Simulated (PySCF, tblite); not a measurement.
# C2H9ClO2Si3: geometry, infrared bands and NMR shifts

Wanted: the infrared bands and NMR shifts of C2H9ClO2Si3 (`O=C([SiH3])O[Si@H]([SiH3])CCl`), by calculation.

Programs: tblite 0.8.0 and PySCF 2.14.0, with density-fitted response routines of our own. Each step states its level of theory. These are calculated values for one molecule in the gas phase, unless marked as measured. Atoms count from 0, in the outputs and in this text.

### Step 1. The starting structure

17 atoms, charge 0, multiplicity 1; geometry from: force field or distance geometry start.

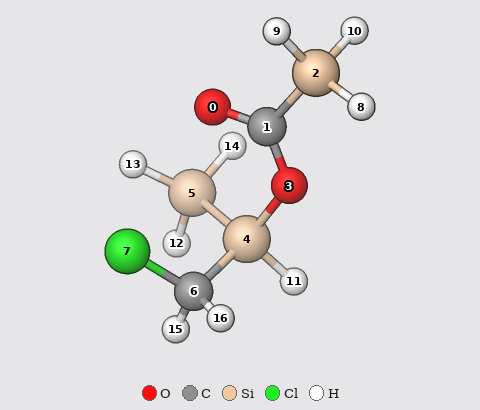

The starting geometry (oxygen red, carbon grey, silicon light orange, chlorine green, hydrogen white), atoms numbered; sticks join atoms by distance.

### Step 2. Optimising the geometry with GFN2-xTB

The job: settings as JSON, then the geometry in Å.

```
{"job": {"kind": "relax", "xc": "GFN2-xTB", "basis": "xTB"}, "charge": 0, "multiplicity": 1}
O      1.189600     0.687600     1.077900
C      1.481000    -0.229700     0.253600
Si     3.209700    -0.909100     0.303100
O      0.563000    -0.724700    -0.641500
Si    -1.069800    -0.174200    -0.741000
Si    -1.254800     2.027600    -0.468900
C     -2.243000    -1.037300     0.394700
Cl    -1.993800    -0.649600     2.109800
H      3.299700    -2.286200    -0.182200
H      3.791300    -0.834000     1.649800
H      4.090700    -0.109500    -0.586800
H     -1.541500    -0.456600    -2.132800
H     -2.572800     2.401700    -1.015800
H     -1.210300     2.442800     0.924400
H     -0.229800     2.738400    -1.277100
H     -3.284300    -0.731600     0.103500
H     -2.231500    -2.143500     0.219500
```

Run with:

```bash
$ OMP_NUM_THREADS=1 python probes_run.py task.json out
```

One launch serves the whole session: the jobs run in the order shown.

**Question.** This job is followed by: GFN2-xTB harmonic vibrations, gas phase; GIAO PBE0/pcSseg-1 NMR shielding, non-relativistic, gas phase. What will the session give for the following? strongest single infrared mode (GFN2-xTB); zero-point energy (GFN2-xTB); 13C shifts against TMS (PBE0/pcSseg-1); 1H shifts against TMS (PBE0/pcSseg-1, means over atoms taken as alike); 17O shifts against H2O (PBE0/pcSseg-1); 29Si shifts against TMS (PBE0/pcSseg-1); 35Cl shifts against HCl (PBE0/pcSseg-1).

**Answer**, as computed:

```
                                                              quantity                             value
                             strongest single infrared mode (GFN2-xTB)             2122 cm⁻¹, 379 km/mol
                                          zero-point energy (GFN2-xTB)                     61.3 kcal/mol
                                13C shifts against TMS (PBE0/pcSseg-1)                   190.7, 36.3 ppm
1H shifts against TMS (PBE0/pcSseg-1, means over atoms taken as alike)  5.19, 4.15, 3.87, 3.49, 2.83 ppm
                                17O shifts against H2O (PBE0/pcSseg-1)                  515.8, 245.1 ppm
                               29Si shifts against TMS (PBE0/pcSseg-1)           -8.1, -82.5, -122.7 ppm
                               35Cl shifts against HCl (PBE0/pcSseg-1)                            19 ppm
```

**Reading.** Over 115 steps the energy fell by 0.798 eV; of the close pairs, Si4–Si5 changed most, 2.226 to 2.309 Å. The lowest mode is imaginary (53i cm⁻¹), so the xTB geometry is not a minimum. The strongest single mode, at 2122 cm⁻¹, moves mainly H12. GFN2-xTB is a fitted tight-binding method: band positions and strengths are rough. Its intensities can rank the bands wrongly. At PBE0/pcSseg-1: Shielding is most anisotropic at O0 (span 775 ppm, paramagnetic term -584 ppm).
